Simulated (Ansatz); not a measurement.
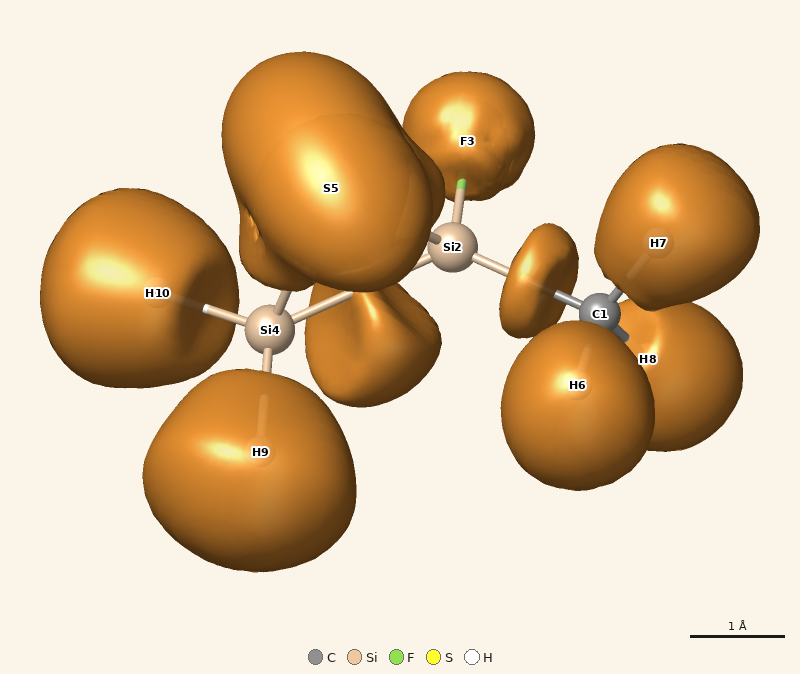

CH5FSSi2. Isosurface of the ELF at 0.8 (orange), seen at a tilt. Core shells and regions of very low density are left out.

The calculation used SCF PBE, Gaussian basis (Ansatz 0.2.0).

Input

```
crystal:
  periodic: [false, false, false]
  atoms:
    - { symbol: C, position_ang: [0.2827, -1.0881, 1.2905] }
    - { symbol: Si, position_ang: [0.667, -0.047, -0.1599] }
    - { symbol: F, position_ang: [2.1503, -0.1407, -0.6511] }
    - { symbol: Si, position_ang: [-0.7855, 0.8607, -1.4792] }
    - { symbol: S, position_ang: [0.0924, 1.9891, 0.0645] }
    - { symbol: H, position_ang: [-0.8004, -0.873, 1.6022] }
    - { symbol: H, position_ang: [0.8996, -0.8171, 2.1436] }
    - { symbol: H, position_ang: [0.3822, -2.0965, 1.0687] }
    - { symbol: H, position_ang: [-2.2994, 0.7157, -1.1067] }
    - { symbol: H, position_ang: [-0.5058, 1.4457, -2.7696] }
basis:
  gaussian:
    orbitals: "6-31G*"
hamiltonian:
  xc: pbe
output:
  orbitals: {}
```

Run with:

```sh
python energy_ch5fssi2.py
```

Where are the electrons localised?

At this value the surface marks out one region between bonded C–Si atoms (shared pairs), five regions around hydrogen nuclei, one region on S in which the atom's valence shell and bonds are merged, one region on Si in which the atom's valence shell and bonds are merged and one region wrapped around F (its lone pairs, merged into a ring or cap). Profiles from the grid: Si–F (1.57 Å): the ELF peaks at about 0.80 in the valence shell of F, 0.6 Å from its nucleus, and is about 0.40 at the midpoint. C–Si (1.83 Å): the ELF peaks at about 0.95 between the atoms (a covalent bond).
